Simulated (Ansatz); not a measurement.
**Run report: C3H12OSi2, phonon calculation**

- system: C3H12OSi2
- method: RKS CAM-B3LYP-D4/6-31G (Ansatz 0.2.0)

It belongs to a series of runs on one base structure; here: vibrations at the highest image of the band. Figures and captions count atoms from 1; the log counts them from 0 in places.

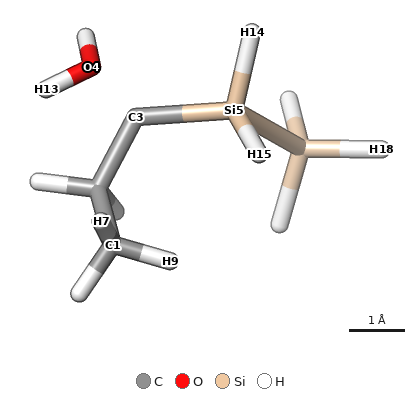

*The structure as given in the input (stick view, seen at a tilt; atoms are numbered from 1 in the order of the input).*

Input
```yaml
crystal:
  periodic: [false, false, false]
  atoms:
    - { symbol: C, position_ang: [-1.685473, -1.217765, -0.199817] }
    - { symbol: C, position_ang: [-0.572539, -1.090405, 0.848638] }
    - { symbol: C, position_ang: [0.753159, -0.510536, 0.466519] }
    - { symbol: O, position_ang: [1.511893, -1.938595, -0.826037] }
    - { symbol: Si, position_ang: [0.847127, 0.925436, -0.776495] }
    - { symbol: Si, position_ang: [0.331857, 2.828393, 0.523598] }
    - { symbol: H, position_ang: [-1.348339, -1.821794, -1.049221] }
    - { symbol: H, position_ang: [-2.576354, -1.693718, 0.222282] }
    - { symbol: H, position_ang: [-1.976703, -0.239346, -0.592078] }
    - { symbol: H, position_ang: [-0.892561, -0.39287, 1.64595] }
    - { symbol: H, position_ang: [-0.437636, -2.047212, 1.373992] }
    - { symbol: H, position_ang: [2.130794, -1.755272, -0.078353] }
    - { symbol: H, position_ang: [1.069575, -2.800211, -0.712436] }
    - { symbol: H, position_ang: [2.254101, 1.05586, -1.269017] }
    - { symbol: H, position_ang: [-0.057857, 0.9291, -1.9838] }
    - { symbol: H, position_ang: [-1.0233, 2.678718, 1.154882] }
    - { symbol: H, position_ang: [1.328211, 3.033278, 1.624019] }
    - { symbol: H, position_ang: [0.306449, 4.068239, -0.320724] }
basis:
  gaussian: { orbitals: "6-31G" }
hamiltonian:
  xc: cam_b3lyp
  dispersion: d4
phonons: {}
```

Machine: 2 threads of Intel Xeon (Sapphire Rapids), 16 GiB of memory available, shared host.

Launch command:
```bash
ansatz run input.yaml --threads 2 --pin off --max-ram 3072MiB --backend cpu --events-out ev --progress --plain --runs-dir out
```

What the program printed
```
Engine: ansatz 0.2.0, x86_64-unknown-linux-gnu
Functional definition: CAM-B3LYP
  parameter alpha = 0.19
  parameter beta = 0.46
  parameter omega = 0.33/bohr
  parameter ac = 0.81
  exchange = (1 - alpha - beta)*b88_x + beta*b88_x_sr(omega) + alpha*exact_x + beta*exact_x_lr(omega)
  correlation = (1 - ac)*vwn5_c + ac*lyp_c
1208 factors; integrals over basis functions are off by at most 1.7e-4 eV
531 factors; integrals over basis functions are off by at most 3.8e-7 eV
mean field evaluation 1: about -21093.1065 eV, gradient 4.8e1 eV
mean field evaluation 2: about -21093.0803 eV, gradient 5.0e1 eV
mean field evaluation 4: about -21098.0897 eV, gradient 2.1e0 eV
mean field evaluation 8: about -21098.0870 eV, gradient 1.5e-1 eV
mean field evaluation 16: about -21098.0872 eV, gradient 1.9e-4 eV
mean field -21098.08717830 eV, -775.3404030054 hartree, gradient 5.8e-5 eV, S^2 0.000000; 0 other end points of the search recorded, 0 dependent functions left out
the calculation of the forces begins
reference -21098.08732275 eV, -775.3404083137 hartree; 33, 33 occupied and 53, 53 virtual orbitals, 1208 factors
these checks for a lower state are left out or cut short: stability, starts, cluster_reference, orbital_swaps, neighbouring_geometries, increment
1208 factors; integrals over basis functions are off by at most 1.7e-4 eV
531 factors; integrals over basis functions are off by at most 3.8e-7 eV
mean field -21098.08697688 eV, -775.3403956035 hartree, gradient 1.7e-6 eV, S^2 0.000000; 0 other end points of the search recorded, 0 dependent functions left out
[... from here on the field's lines of each further geometry are left out, up to the last ...]
the calculation of the forces begins
reference -21098.08730606 eV, -775.3404077005 hartree; 33, 33 occupied and 53, 53 virtual orbitals, 1208 factors
these checks for a lower state are left out or cut short: stability, starts, cluster_reference, orbital_swaps, neighbouring_geometries, increment
1208 factors; integrals over basis functions are off by at most 1.7e-4 eV
531 factors; integrals over basis functions are off by at most 3.8e-7 eV
mean field -21098.08715306 eV, -775.3404020780 hartree, gradient 1.4e-6 eV, S^2 0.000000; 0 other end points of the search recorded, 0 dependent functions left out
the calculation of the forces begins
reference -21098.08729751 eV, -775.3404073865 hartree; 33, 33 occupied and 53, 53 virtual orbitals, 1208 factors
WARN: phonons: modes at or below zero, which the zero-point energy, F, S and C_V leave out: 1, the lowest at -264.03 cm⁻¹. A minimum has none, and a first-order saddle one
Total energy: -21098.46315910 eV, -775.3542200450 hartree
Atom 0 at    -1.685473    -1.217765    -0.199817 Å, force     0.001057    -0.008783    -0.000664 eV/Å
Atom 1 at    -0.572539    -1.090405     0.848638 Å, force     0.005462     0.003278    -0.007484 eV/Å
Atom 2 at     0.753159    -0.510536     0.466519 Å, force    -0.002047    -0.000609     0.000306 eV/Å
Atom 3 at     1.511893    -1.938595    -0.826037 Å, force     0.022971     0.006504     0.035561 eV/Å
Atom 4 at     0.847127     0.925436    -0.776495 Å, force     0.003923    -0.002596     0.003797 eV/Å
Atom 5 at     0.331857     2.828393     0.523598 Å, force    -0.001859    -0.000159    -0.001817 eV/Å
Atom 6 at    -1.348339    -1.821794    -1.049221 Å, force    -0.001988     0.001821     0.002727 eV/Å
Atom 7 at    -2.576354    -1.693718     0.222282 Å, force     0.000506    -0.000160    -0.000134 eV/Å
Atom 8 at    -1.976703    -0.239346    -0.592078 Å, force    -0.001843     0.005921    -0.000437 eV/Å
Atom 9 at    -0.892561    -0.392870     1.645950 Å, force     0.002236    -0.000274     0.001222 eV/Å
Atom 10 at    -0.437636    -2.047212     1.373992 Å, force    -0.000521    -0.000363     0.002001 eV/Å
Atom 11 at     2.130794    -1.755272    -0.078353 Å, force    -0.026693    -0.005152    -0.033209 eV/Å
Atom 12 at     1.069575    -2.800211    -0.712436 Å, force    -0.000163     0.001064    -0.001575 eV/Å
Atom 13 at     2.254101     1.055860    -1.269017 Å, force    -0.000221     0.000224    -0.000091 eV/Å
Atom 14 at    -0.057857     0.929100    -1.983800 Å, force     0.000001    -0.000275    -0.000933 eV/Å
Atom 15 at    -1.023300     2.678718     1.154882 Å, force    -0.001365    -0.000078    -0.000597 eV/Å
Atom 16 at     1.328211     3.033278     1.624019 Å, force    -0.000197    -0.000450     0.001066 eV/Å
Atom 17 at     0.306449     4.068239    -0.320724 Å, force     0.000743     0.000088     0.000262 eV/Å
Dipole moment:    -0.157865    -0.641874     0.092521 e Å
Vibrations: -264.03 38.83 76.22 90.12 116.90 155.88 189.59 208.16 255.50 297.11 347.71 402.26 425.51 451.99 499.49 542.55 603.90 637.94 709.27 754.48 784.76 864.24 934.49 939.93 942.57 968.12 1017.50 1114.40 1186.76 1297.43 1399.16 1467.51 1488.32 1545.66 1547.86 1592.26 2137.08 2178.30 2194.81 2206.36 2210.69 3002.42 3045.06 3071.05 3144.43 3159.04 3488.63 3752.44 cm⁻¹, zero-point energy 3.687582 eV
```

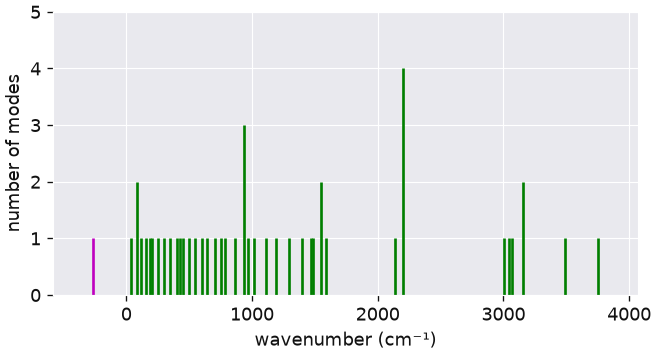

*Harmonic vibrational wavenumbers from the force constants; neighbouring modes closer than 18 cm⁻¹ are counted in one stick, and imaginary ones are drawn at negative wavenumbers.*

48 modes from 264i to 3752 cm⁻¹, 1 imaginary beyond 8i (264i cm⁻¹): a first-order saddle point, if the geometry is stationary.

Key numbers

- outcome: converged
- total energy: −21098.4632 eV
- mean-field energy: −21098.0873 eV
- largest force (length of the vector): 0.043 eV/Å
- wall time: 4.9 min (CPU time 9.5 min)
- peak memory: 0.32 GiB
